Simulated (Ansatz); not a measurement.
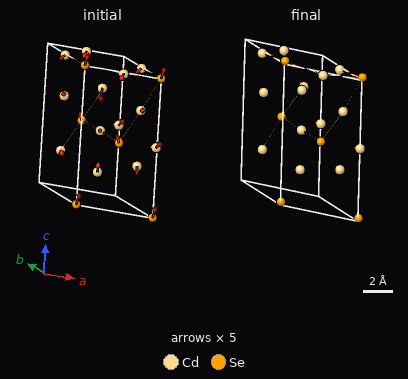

The structure of solid Cd5Se (a generated structure, set up in P1) (coarse preliminary run) before (left) and after (right) a relaxation, at one scale. The red arrows give the displacements (the part carried along by the change of the cell is left out), magnified 5 times.

The picture is a ball-and-stick view of the cell of the calculation, reduced to other axes, seen slightly off an axis. Lengths and directions refer to the drawn axes.

Theory: DFT PBE, scalar-relativistic, plane waves, PAW in Ansatz 0.2.0. Set-up: plane-wave cutoff 420 eV; k-point mesh 4 × 4 × 4; occupations gaussian; smearing width 0.2 eV; no spin polarisation; cell and atoms relaxed; force threshold 0.025 eV/Å; at most 60 steps.

Question: What changed between the two?

Answer: The run was cut off at its time limit before the relaxation converged, so the last structure is only a point on the way. Over 2 geometry steps the energy falls by 31.2 meV per atom. Largest force component: 0.39 eV/Å at the start, 0.25 eV/Å at the end. Pressure: −0.24 GPa at the start and 0.27 GPa at the end. The atom that moves furthest relative to the cell is a Cd atom (0.24 Å along [−1 0 −3]). By element the largest moves are Cd 0.24 Å, Se 0.22 Å. The drawn cell changes as follows: a 5.553 → 5.648 Å (+1.7 %), b 5.702 → 5.650 Å (−0.9 %), c 10.785 → 10.759 Å (−0.2 %), α 97.0° → 92.4°, β 100.1° → 103.0°, γ 109.6° → 113.8°; the volume changes by −2.5 %. Near-neighbour distances that change, for instance: Cd–Se 2.858 → 2.670 Å, Cd–Se 2.682 → 2.857 Å, Cd–Se 2.707 → 2.872 Å, Cd–Se 2.791 → 2.911 Å. Among the angles between lasting bonds that change: Se–Cd–Se 174.0° → 159.2°, Cd–Se–Cd 174.0° → 159.2°, Cd–Se–Cd 103.0° → 90.4°. The space group stays P1 (No. 1).
